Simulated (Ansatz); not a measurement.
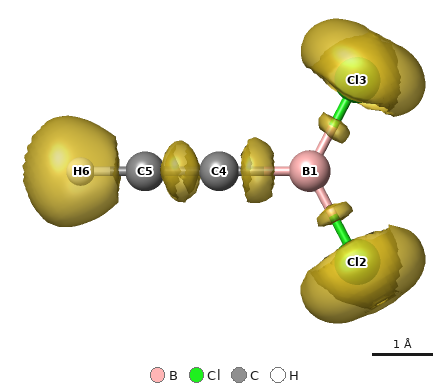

C2HBCl2 (BCl2(CCH)) (charge +1, doublet). Isosurface of the ELF at 0.85 (yellow), seen across its widest extent. Core shells and regions of very low density are left out.

Geometry: B3LYP-D4/def2-SVP.

All numbers below come from UKS PBE0-D4/def2-TZVP (Ansatz 0.2.0).

Input file:

```
crystal:
  periodic: [false, false, false]
  atoms:
    - {symbol: B, position_ang: [0.546164, 0.944585, 0.004710]}
    - {symbol: Cl, position_ang: [2.272005, 0.871831, 0.057412]}
    - {symbol: Cl, position_ang: [-0.377129, 2.404682, -0.041625]}
    - {symbol: C, position_ang: [-0.216242, -0.373882, -0.001420]}
    - {symbol: C, position_ang: [-0.840316, -1.453338, -0.006981]}
    - {symbol: H, position_ang: [-1.384472, -2.393889, -0.012095]}
basis:
  gaussian: {orbitals: def2-TZVP, initial_orbitals: start.molden}
total_charge: 1
magnetization: {spin_polarized: true, initial_magnetization: 1}
hamiltonian: {xc: pbe0, dispersion: d4}
scf: {omitted_lower_state_checks: [starts]}
output: {orbitals: {seedname: orbitals}}
```

Run with:

```sh
ansatz run in.yaml --threads 2 --pin off --events-out ev --progress --plain --max-ram 4352MiB
```

Q: Identify the bonds, lone pairs and shells in this picture.

A: The surface consists of one region between bonded B–C atoms (shared pairs), two regions between bonded B–Cl atoms (shared pairs), one region between bonded C–C atoms (shared pairs), one region around a hydrogen nucleus and two rings or bowls of non-bonding electrons around Cl. Profiles from the grid: C–C (1.25 Å): the ELF peaks at about 0.90 between the atoms: a short, multiple covalent bond. C–B (1.52 Å): the ELF peaks at about 0.95 between the atoms, as expected for localised, covalent bonding.
